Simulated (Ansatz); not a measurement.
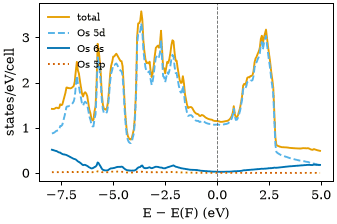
Figure: Total and projected density of states of Os (hcp (Mg type), P6_3/mmc), DFT-r²SCAN in the program Ansatz with PAW potentials

**Question.** Which orbitals carry the states next to the Fermi level?

**Answer.** Within 0.5 eV of the Fermi level: Os 5d 93 %. Projections are on Löwdin-orthogonalised atomic valence shells; empty p or d shells of many metals are not among them.

**Question.** Where is the tallest occupied peak in this window, and what makes it?

**Answer.** Near -3.6 eV, about 3.6 states/eV per cell; the largest projected share is Os 5d.

Symmetry was held in the r²SCAN relaxation. The run is not spin-polarised. Spin–orbit coupling is left out wherever it is not named.

Potentials: the earlier of the program's two PAW sets.
